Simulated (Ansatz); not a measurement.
# GaHClO (quartet): B2PLYP, RPA-PBE over vertical spin and charge gaps, cc-pVDZ

Aim: run GaHClO (quartet) with these functionals over vertical spin and charge gaps, and hold them against the top wave-function level at the same points.

Program: Ansatz 0.2.0, Gaussian basis. Level of theory: cc-pVDZ, all electrons in the functionals, frozen cores in the correlation of double hybrids and RPA. These are calculated values, not measurements.

The runs, in order: B2PLYP, RPA-PBE, at charge 0, quartet; charge 0, doublet; charge 0, sextet; charge 1, triplet; charge 1, quintet.

7 further runs of the same task are left out: 2 for a known fault of the program, 5 set aside as unsound or not needed. Runs told in other sessions of the task aren't counted.

### Step 1. What is computed

The geometry is a PBE0/def2-TZVP stationary point (not a proven minimum). No spin-orbit coupling is included. The filled d shell of Ga may be among the frozen orbitals whatever the setting's name suggests.

4 atoms, charge 0, spin multiplicity 4.

Atoms are counted from 1 here; the program's logs count them from 0.

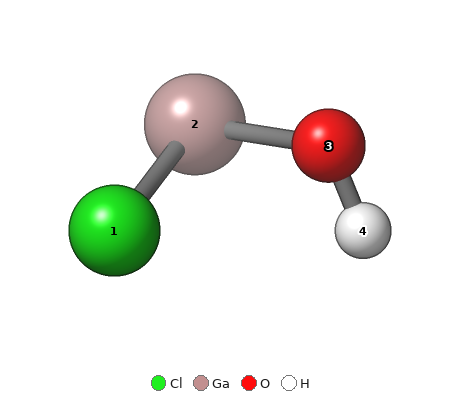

The geometry (chlorine green, gallium pink, oxygen red, hydrogen white); atoms are numbered from 1 in the order of the file.

No dispersion term is added.

The geometry shown and the zero of energy belong to the point charge 0, quartet. The yardstick, UCCSDT(Q), and other wave-function levels (R restricted, U unrestricted, valence and pair active spaces) come from earlier runs.

### Step 2. B2PLYP, charge 0, quartet

in.yaml

```yaml
crystal:
  periodic: [false, false, false]
  atoms:
    - {symbol: Cl, position_ang: [-0.003470, 0.176594, 1.536640]}
    - {symbol: Ga, position_ang: [-0.011408, 0.301246, -0.740313]}
    - {symbol: O, position_ang: [0.107147, -1.585274, -0.180991]}
    - {symbol: H, position_ang: [-0.789579, -1.886197, 0.033798]}
basis:
  gaussian: {orbitals: cc-pVDZ}
magnetization: {spin_polarized: true, initial_magnetization: 3}
hamiltonian: {xc: {name: B2PLYP}}
correlation: {electrons: outside_noble_gas}
```

Launch:

```bash
$ ansatz run in.yaml --threads 1 --pin off --events-out ev --progress --plain --max-ram 2816MiB --backend cpu
```

Log:

```text
Functional definition: B2PLYP
  name "B2PLYP"
  cite "Grimme, J. Chem. Phys. 124, 034108 (2006) doi:10.1063/1.2148954"
  cite "Becke, Phys. Rev. A 38, 3098 (1988) doi:10.1103/PhysRevA.38.3098"
  cite "Lee, Yang & Parr, Phys. Rev. B 37, 785 (1988) doi:10.1103/PhysRevB.37.785"
  parameter a = 0.53
  parameter c = 0.27
  exchange = (1 - a)*b88_x + a*exact_x
  correlation = (1 - c)*lyp_c + c*(mp2_os + mp2_ss)
691 factors; integrals over basis functions are off by at most 1.3e-3 eV
mean field evaluation 1: about -66936.3639 eV, gradient 2.6e1 eV
mean field evaluation 2: about -66936.3669 eV, gradient 2.6e1 eV
mean field evaluation 4: about -66939.4656 eV, gradient 2.2e0 eV
mean field evaluation 8: about -66939.6600 eV, gradient 3.2e-1 eV
mean field evaluation 16: about -66939.6644 eV, gradient 7.8e-3 eV
mean field evaluation 32: about -66939.6644 eV, gradient 2.1e-6 eV
mean field -66939.66444106 eV, -2459.9872948747 hartree, gradient 2.1e-6 eV, S^2 3.762725; 4 other end points of the search recorded, 0 dependent functions left out
20 core orbitals not correlated, not the lowest: weight in the atoms' cores, before any rotation towards them, 0.958 or more for the frozen orbitals, at most 0.048 for the correlated occupied ones
reference -66939.66456530 eV, -2459.9872994403 hartree; 10, 7 occupied and 34, 37 virtual orbitals, 691 factors
second order -11.59482893 eV of doubles, -0.00000000 eV of singles
Total energy: -66942.79516911 eV, -2460.1023470084 hartree
```

Wall time 4.6 s (1 thread of AMD EPYC 7R13, shared host).

From the report: ⟨S²⟩ of the determinant 3.763 (pure quartet: 3.75).

### Step 3. B2PLYP, charge 0, doublet

in.yaml: that of step 2 with these lines changed.

```diff
@@ -9,3 +9,3 @@
   gaussian: {orbitals: cc-pVDZ}
-magnetization: {spin_polarized: true, initial_magnetization: 3}
+magnetization: {spin_polarized: true, initial_magnetization: 1}
 hamiltonian: {xc: {name: B2PLYP}}
```

The command is unchanged.

Log, cut to the lines that bear on the results:

```text
Functional definition: B2PLYP
  name "B2PLYP"
  cite "Grimme, J. Chem. Phys. 124, 034108 (2006) doi:10.1063/1.2148954"
  cite "Becke, Phys. Rev. A 38, 3098 (1988) doi:10.1103/PhysRevA.38.3098"
  cite "Lee, Yang & Parr, Phys. Rev. B 37, 785 (1988) doi:10.1103/PhysRevB.37.785"
[...]
691 factors; integrals over basis functions are off by at most 1.3e-3 eV
[...]
mean field -66942.67363149 eV, -2460.0978805832 hartree, gradient 5.4e-6 eV, S^2 0.762669; 4 other end points of the search recorded, 0 dependent functions left out
20 core orbitals not correlated, not the lowest: weight in the atoms' cores, before any rotation towards them, 0.950 or more for the frozen orbitals, at most 0.050 for the correlated occupied ones
reference -66942.67375045 eV, -2460.0978849551 hartree; 9, 8 occupied and 35, 36 virtual orbitals, 691 factors
second order -12.35285430 eV of doubles, -0.00000000 eV of singles
Total energy: -66946.00902111 eV, -2460.2204538911 hartree
```

Run time: 7 s. Hardware: 1 thread of AMD EPYC 7R13, shared host; peak memory 0.27 GiB.

From the report: ⟨S²⟩ of the determinant 0.763 (pure doublet: 0.75).

From charge 0, quartet: -3.214 eV.

### Step 4. B2PLYP, charge 0, sextet

in.yaml: that of step 3 with these lines changed.

```diff
@@ -9,3 +9,3 @@
   gaussian: {orbitals: cc-pVDZ}
-magnetization: {spin_polarized: true, initial_magnetization: 1}
+magnetization: {spin_polarized: true, initial_magnetization: 5}
 hamiltonian: {xc: {name: B2PLYP}}
```

The command is unchanged.

Log, cut to the lines that bear on the results:

```text
Functional definition: B2PLYP
  name "B2PLYP"
  cite "Grimme, J. Chem. Phys. 124, 034108 (2006) doi:10.1063/1.2148954"
  cite "Becke, Phys. Rev. A 38, 3098 (1988) doi:10.1103/PhysRevA.38.3098"
  cite "Lee, Yang & Parr, Phys. Rev. B 37, 785 (1988) doi:10.1103/PhysRevB.37.785"
[...]
692 factors; integrals over basis functions are off by at most 1.3e-3 eV
[...]
mean field -66932.83133231 eV, -2459.7361827597 hartree, gradient 8.5e-7 eV, S^2 8.759798; 8 other end points of the search recorded, 0 dependent functions left out
20 core orbitals not correlated, not the lowest: weight in the atoms' cores, before any rotation towards them, 0.712 or more for the frozen orbitals, at most 0.291 for the correlated occupied ones
reference -66932.83146007 eV, -2459.7361874550 hartree; 11, 6 occupied and 33, 38 virtual orbitals, 692 factors
second order -9.83990913 eV of doubles, -0.00000000 eV of singles
Total energy: -66935.48823554 eV, -2459.8338221525 hartree
```

Wall time 14 s (1 thread of AMD EPYC 7R13, shared host); peak memory 0.27 GiB.

From the report: ⟨S²⟩ of the determinant 8.760 (pure sextet: 8.75).

From charge 0, quartet: +7.307 eV.

### Step 5. B2PLYP, charge 1, triplet

in.yaml: that of step 4 with these lines changed.

```diff
@@ -9,3 +9,4 @@
   gaussian: {orbitals: cc-pVDZ}
-magnetization: {spin_polarized: true, initial_magnetization: 5}
+total_charge: 1
+magnetization: {spin_polarized: true, initial_magnetization: 2}
 hamiltonian: {xc: {name: B2PLYP}}
```

Launched as before.

Log, cut to the lines that bear on the results:

```text
Functional definition: B2PLYP
  name "B2PLYP"
  cite "Grimme, J. Chem. Phys. 124, 034108 (2006) doi:10.1063/1.2148954"
  cite "Becke, Phys. Rev. A 38, 3098 (1988) doi:10.1103/PhysRevA.38.3098"
  cite "Lee, Yang & Parr, Phys. Rev. B 37, 785 (1988) doi:10.1103/PhysRevB.37.785"
[...]
691 factors; integrals over basis functions are off by at most 1.3e-3 eV
[...]
mean field -66933.84968385 eV, -2459.7736064887 hartree, gradient 9.9e-6 eV, S^2 2.018781; 4 other end points of the search recorded, 0 dependent functions left out
20 core orbitals not correlated, not the lowest: weight in the atoms' cores, before any rotation towards them, 0.849 or more for the frozen orbitals, at most 0.156 for the correlated occupied ones
reference -66933.84980804 eV, -2459.7736110525 hartree; 9, 7 occupied and 35, 37 virtual orbitals, 691 factors
second order -11.77715434 eV of doubles, -0.00000000 eV of singles
Total energy: -66937.02963971 eV, -2459.8904677110 hartree
```

Wall time 7 s (1 thread of AMD EPYC 7R13, shared host); peak memory 0.28 GiB.

From the report: ⟨S²⟩ of the determinant 2.019 (pure triplet: 2.00).

From charge 0, quartet: +5.766 eV.

### Step 6. B2PLYP, charge 1, quintet

in.yaml: that of step 5 with these lines changed.

```diff
@@ -10,3 +10,3 @@
 total_charge: 1
-magnetization: {spin_polarized: true, initial_magnetization: 2}
+magnetization: {spin_polarized: true, initial_magnetization: 4}
 hamiltonian: {xc: {name: B2PLYP}}
```

The command is unchanged.

Log, cut to the lines that bear on the results:

```text
Functional definition: B2PLYP
  name "B2PLYP"
  cite "Grimme, J. Chem. Phys. 124, 034108 (2006) doi:10.1063/1.2148954"
  cite "Becke, Phys. Rev. A 38, 3098 (1988) doi:10.1103/PhysRevA.38.3098"
  cite "Lee, Yang & Parr, Phys. Rev. B 37, 785 (1988) doi:10.1103/PhysRevB.37.785"
[...]
691 factors; integrals over basis functions are off by at most 1.3e-3 eV
[...]
mean field -66928.75275533 eV, -2459.5862978205 hartree, gradient 9.6e-7 eV, S^2 6.010512; 7 other end points of the search recorded, 0 dependent functions left out
20 core orbitals not correlated, not the lowest: weight in the atoms' cores, before any rotation towards them, 0.741 or more for the frozen orbitals, at most 0.315 for the correlated occupied ones
reference -66928.75288186 eV, -2459.5863024704 hartree; 10, 6 occupied and 34, 38 virtual orbitals, 691 factors
second order -9.65533319 eV of doubles, -0.00000000 eV of singles
Total energy: -66931.35982183 eV, -2459.6821057470 hartree
```

Run time: 11 s. Hardware: 1 thread of AMD EPYC 7R13, shared host; peak memory 0.28 GiB.

From the report: ⟨S²⟩ of the determinant 6.011 (pure quintet: 6.00).

From charge 0, quartet: +11.435 eV.

### Step 7. RPA-PBE, charge 0, quartet

in.yaml: that of step 6 with these lines changed.

```diff
@@ -9,5 +9,4 @@
   gaussian: {orbitals: cc-pVDZ}
-total_charge: 1
-magnetization: {spin_polarized: true, initial_magnetization: 4}
-hamiltonian: {xc: {name: B2PLYP}}
-correlation: {electrons: outside_noble_gas}
+magnetization: {spin_polarized: true, initial_magnetization: 3}
+hamiltonian: {xc: {name: PBE}}
+correlation: {method: rpa, electrons: outside_noble_gas}
```

The command is unchanged.

Log, cut to the lines that bear on the results:

```text
Functional definition: PBE
  name "PBE"
  cite "Perdew, Burke & Ernzerhof, Phys. Rev. Lett. 77, 3865 (1996) doi:10.1103/PhysRevLett.77.3865"
  parent pbe
[...]
691 factors; integrals over basis functions are off by at most 1.3e-3 eV
[...]
mean field -66944.87473719 eV, -2460.1787697257 hartree, gradient 2.8e-6 eV, S^2 3.753146; 3 other end points of the search recorded, 0 dependent functions left out
20 core orbitals not correlated, not the lowest: weight in the atoms' cores, before any rotation towards them, 0.546 or more for the frozen orbitals, at most 0.460 for the correlated occupied ones
reference -66886.15437398 eV, -2458.0208361799 hartree; 10, 7 occupied and 34, 37 virtual orbitals, 691 factors
Total energy: -66902.34595689 eV, -2458.6158658769 hartree
```

Wall time 3.6 s (1 thread of AMD EPYC 7R13, shared host).

From the report: ⟨S²⟩ of the determinant 3.753 (pure quartet: 3.75).

### Step 8. RPA-PBE, charge 0, doublet

in.yaml: that of step 7 with these lines changed.

```diff
@@ -9,3 +9,3 @@
   gaussian: {orbitals: cc-pVDZ}
-magnetization: {spin_polarized: true, initial_magnetization: 3}
+magnetization: {spin_polarized: true, initial_magnetization: 1}
 hamiltonian: {xc: {name: PBE}}
```

The command is unchanged.

Log, cut to the lines that bear on the results:

```text
Functional definition: PBE
  name "PBE"
  cite "Perdew, Burke & Ernzerhof, Phys. Rev. Lett. 77, 3865 (1996) doi:10.1103/PhysRevLett.77.3865"
  parent pbe
[...]
691 factors; integrals over basis functions are off by at most 1.3e-3 eV
[...]
mean field -66948.18703559 eV, -2460.3004944467 hartree, gradient 5.7e-6 eV, S^2 0.752422; 2 other end points of the search recorded, 0 dependent functions left out
20 core orbitals not correlated, not the lowest: weight in the atoms' cores, before any rotation towards them, 0.774 or more for the frozen orbitals, at most 0.234 for the correlated occupied ones
reference -66888.52505923 eV, -2458.1079572560 hartree; 9, 8 occupied and 35, 36 virtual orbitals, 691 factors
Total energy: -66905.36141373 eV, -2458.7266818716 hartree
```

It took 3.9 s on 1 thread of AMD EPYC 7R13, shared host.

From the report: ⟨S²⟩ of the determinant 0.752 (pure doublet: 0.75).

From charge 0, quartet: -3.015 eV.

### Step 9. RPA-PBE, charge 0, sextet

in.yaml: that of step 8 with these lines changed.

```diff
@@ -9,3 +9,3 @@
   gaussian: {orbitals: cc-pVDZ}
-magnetization: {spin_polarized: true, initial_magnetization: 1}
+magnetization: {spin_polarized: true, initial_magnetization: 5}
 hamiltonian: {xc: {name: PBE}}
```

The command is unchanged.

Log, cut to the lines that bear on the results:

```text
Functional definition: PBE
  name "PBE"
  cite "Perdew, Burke & Ernzerhof, Phys. Rev. Lett. 77, 3865 (1996) doi:10.1103/PhysRevLett.77.3865"
  parent pbe
[...]
692 factors; integrals over basis functions are off by at most 1.3e-3 eV
[...]
mean field -66937.62593402 eV, -2459.9123811228 hartree, gradient 5.4e-6 eV, S^2 8.754282; 8 other end points of the search recorded, 0 dependent functions left out
20 core orbitals not correlated, not the lowest: weight in the atoms' cores, before any rotation towards them, 0.917 or more for the frozen orbitals, at most 0.082 for the correlated occupied ones
reference -66878.51576270 eV, -2457.7401223931 hartree; 11, 6 occupied and 33, 38 virtual orbitals, 692 factors
Total energy: -66895.38769973 eV, -2458.3601546427 hartree
```

It took 9 s on 1 thread of AMD EPYC 7R13, shared host.

From the report: ⟨S²⟩ of the determinant 8.754 (pure sextet: 8.75).

From charge 0, quartet: +6.958 eV.

### Step 10. RPA-PBE, charge 1, triplet

in.yaml: that of step 9 with these lines changed.

```diff
@@ -9,3 +9,4 @@
   gaussian: {orbitals: cc-pVDZ}
-magnetization: {spin_polarized: true, initial_magnetization: 5}
+total_charge: 1
+magnetization: {spin_polarized: true, initial_magnetization: 2}
 hamiltonian: {xc: {name: PBE}}
```

Launched as before.

Log, cut to the lines that bear on the results:

```text
Functional definition: PBE
  name "PBE"
  cite "Perdew, Burke & Ernzerhof, Phys. Rev. Lett. 77, 3865 (1996) doi:10.1103/PhysRevLett.77.3865"
  parent pbe
[...]
691 factors; integrals over basis functions are off by at most 1.3e-3 eV
[...]
mean field -66939.10441094 eV, -2459.9667141474 hartree, gradient 4.1e-6 eV, S^2 2.004037; 2 other end points of the search recorded, 0 dependent functions left out
20 core orbitals not correlated, not the lowest: weight in the atoms' cores, before any rotation towards them, 0.904 or more for the frozen orbitals, at most 0.102 for the correlated occupied ones
reference -66880.22239521 eV, -2457.8028399809 hartree; 9, 7 occupied and 35, 37 virtual orbitals, 691 factors
Total energy: -66896.51766119 eV, -2458.4016799604 hartree
```

It took 3.1 s on 1 thread of AMD EPYC 7R13, shared host.

From the report: ⟨S²⟩ of the determinant 2.004 (pure triplet: 2.00).

From charge 0, quartet: +5.828 eV.

### Step 11. RPA-PBE, charge 1, quintet

in.yaml: that of step 10 with these lines changed.

```diff
@@ -10,3 +10,3 @@
 total_charge: 1
-magnetization: {spin_polarized: true, initial_magnetization: 2}
+magnetization: {spin_polarized: true, initial_magnetization: 4}
 hamiltonian: {xc: {name: PBE}}
```

The command is unchanged.

Log, cut to the lines that bear on the results:

```text
Functional definition: PBE
  name "PBE"
  cite "Perdew, Burke & Ernzerhof, Phys. Rev. Lett. 77, 3865 (1996) doi:10.1103/PhysRevLett.77.3865"
  parent pbe
[...]
691 factors; integrals over basis functions are off by at most 1.3e-3 eV
[...]
mean field -66933.21381009 eV, -2459.7502385590 hartree, gradient 4.5e-6 eV, S^2 6.004434; 8 other end points of the search recorded, 0 dependent functions left out
20 core orbitals not correlated, not the lowest: weight in the atoms' cores, before any rotation towards them, 0.857 or more for the frozen orbitals, at most 0.188 for the correlated occupied ones
reference -66874.95123396 eV, -2457.6091283781 hartree; 10, 6 occupied and 34, 38 virtual orbitals, 691 factors
Total energy: -66891.08934922 eV, -2458.2021931752 hartree
```

Wall time 6.5 s (1 thread of AMD EPYC 7R13, shared host).

From the report: ⟨S²⟩ of the determinant 6.004 (pure quintet: 6.00).

From charge 0, quartet: +11.257 eV.

### Step 12. The comparison

The yardstick is UCCSDT(Q), where the cluster series has nearly closed. It comes from earlier runs at the same points. Energies in eV, counted from charge 0, quartet; blanks weren't run or aren't comparable.

```csv
level,quartet to doublet,quartet to sextet,ionisation to the triplet cation,ionisation to the quintet cation
UCCSDT(Q),-2.963,,,11.121
B2PLYP,-3.214,7.307,5.766,11.435
RPA-PBE,-3.015,6.958,5.828,11.257
```

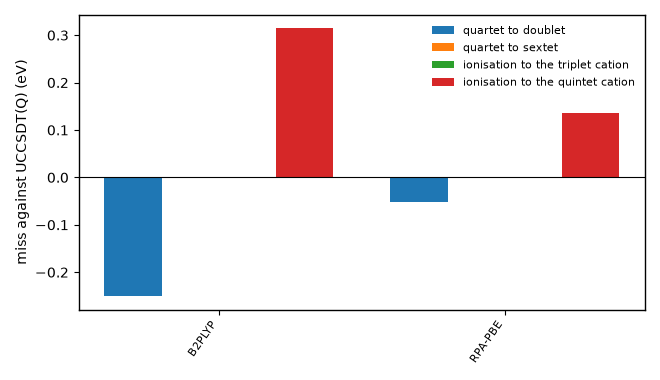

Misses of the gaps against UCCSDT(Q).

Largest miss and mean time a point (UCCSDT(Q) took 12 s a point; shared hosts):

```csv
level,largest miss (eV),where,time a point
B2PLYP,+0.314,ionisation to the quintet cation,8.6 s
RPA-PBE,+0.136,ionisation to the quintet cation,5.2 s
```

### Step 13. Summary of results

| quantity | value |
| --- | --- |
| quartet to doublet, UCCSDT(Q) | -2.963 eV |
| ionisation to the quintet cation, UCCSDT(Q) | 11.121 eV |
| largest miss, B2PLYP | +0.314 eV (ionisation to the quintet cation) |
| largest miss, RPA-PBE | +0.136 eV (ionisation to the quintet cation) |

Misses are known at 2 of 4 points at best, and only functionals with that many are ranked. Of the functionals, RPA-PBE keep the smallest largest miss at the points compared (at most 0.136 eV) and B2PLYP strays most (0.314 eV, at ionisation to the quintet cation). Functionals and the yardstick converge differently with the basis, so part of each miss in cc-pVDZ is the basis.
